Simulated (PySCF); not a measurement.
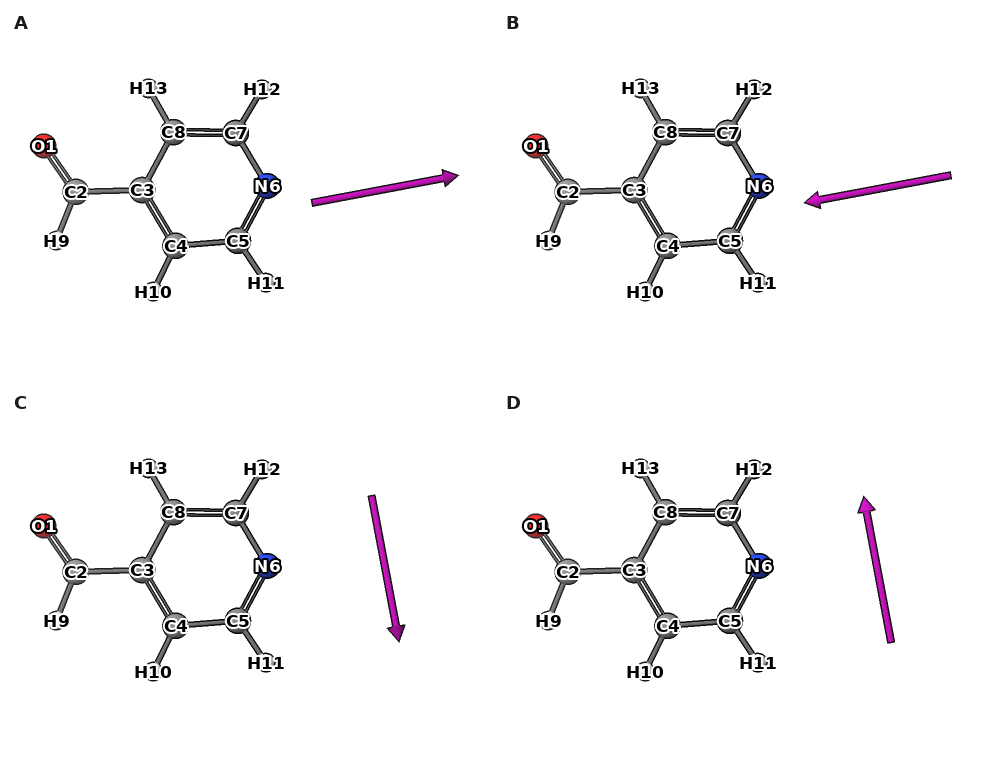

The same molecule four times, each with an arrow. Computed geometry: GFN2-xTB optimisation. No frequency run is at hand to confirm it as a minimum. Method: B3LYP/pcJ-1, gas phase (PySCF 2.14.0).

**Which arrow points along the dipole moment, from the negative to the positive end?**

C. The dipole moment is 1.76 D; it points from the side of H13 to the side of H11 (the outermost atoms at the two ends).
